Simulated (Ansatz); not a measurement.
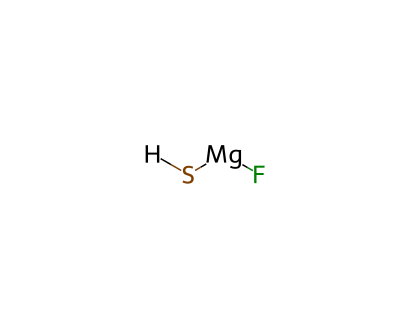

Skeletal drawing of a molecule.

**Transcribe the drawing into SMILES.**

[F][Mg][SH]

**What is the molecular formula?**

FHMgS.

The parts below concern this one geometry. Atoms keep their numbers from picture to picture. The computed structure is the end point of a PBE0-D4/def2-TZVP optimisation.

**Shape**

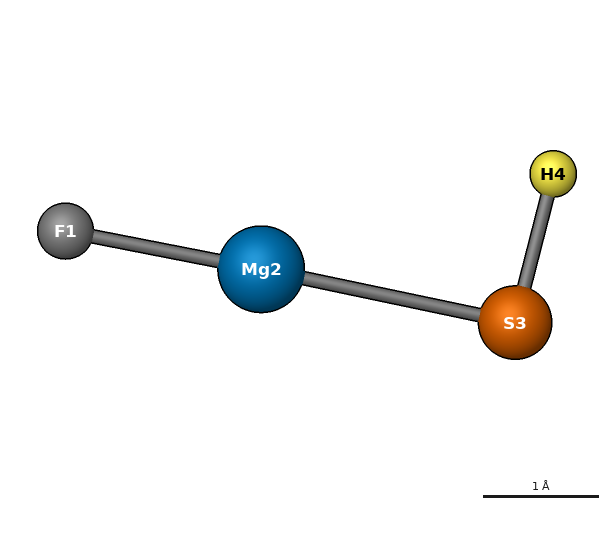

Atoms carry their numbers in the input.

**Describe the coordination of atom 3.**

S3 has 2 neighbours (Mg2 at 2.28, H4 at 1.35 Å); the arrangement is bent.

**What is the geometry at Mg2?**

Mg2 has 2 neighbours (F1 at 1.75, S3 at 2.28 Å); the arrangement is linear.

**Vibrations**

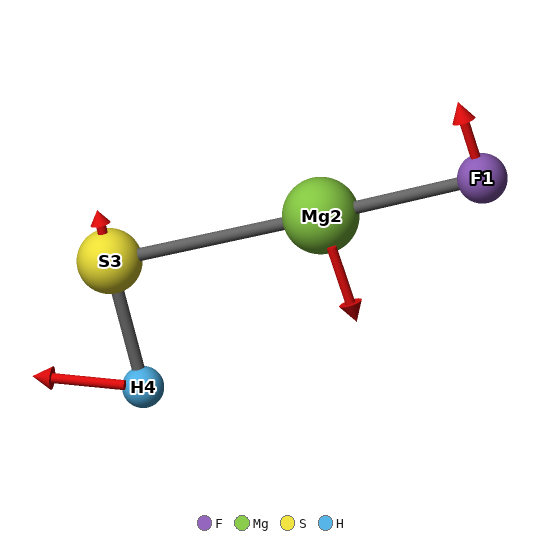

The arrows show one normal mode. Harmonic vibrations computed with RKS PBE0-D4/def2-TZVP (Ansatz 0.2.0) at a stationary point of the same level.

**Estimate its harmonic wavenumber.**

123 cm⁻¹; it is mode 1 of 6 counted from the lowest.

**Levels of theory compared**

Program: Ansatz 0.2.0.

At this fixed geometry, give HOMO–LUMO gap (eV) at these levels: B3LYP-D4/def2-TZVPP; B97M-V/def2-TZVPP; BLYP-D4/def2-TZVPP; CAM-B3LYP-D4/def2-TZVPP; HSE06 (plane-wave form)-D4/def2-TZVPP; r2SCANh-D4/def2-TZVPP; revPBE-D4/def2-TZVPP; ωB97M-V/def2-QZVPP; ωB97M-V/def2-TZVPP; ωB97X-V/def2-TZVPP.

| level | HOMO–LUMO gap (eV) |
| --- | --- |
| B3LYP-D4/def2-TZVPP | 5.26 |
| B97M-V/def2-TZVPP | 4.27 |
| BLYP-D4/def2-TZVPP | 3.74 |
| CAM-B3LYP-D4/def2-TZVPP | 7.84 |
| HSE06 (plane-wave form)-D4/def2-TZVPP | 5.07 |
| r2SCANh-D4/def2-TZVPP | 5.29 |
| revPBE-D4/def2-TZVPP | 3.99 |
| ωB97M-V/def2-QZVPP | 9.22 |
| ωB97M-V/def2-TZVPP | 9.34 |
| ωB97X-V/def2-TZVPP | 9.85 |

**Charges**

The questions are on Mulliken charges. Level of theory: RKS PBE-D4/def2-TZVPP (Ansatz 0.2.0).

**Which atom carries the highest charge (most positive or least negative)?**

Mg2 (0.85 e).

**And the lowest?**

F1 (−0.53 e).

Give the Mulliken charges atom by atom.

```json
{"atom": "F1", "value (e)": "−0.53"}
{"atom": "Mg2", "value (e)": "0.85"}
{"atom": "S3", "value (e)": "−0.43"}
{"atom": "H4", "value (e)": "0.11"}
```

Mulliken values depend strongly on the basis set and can even reverse the polarity of a bond.
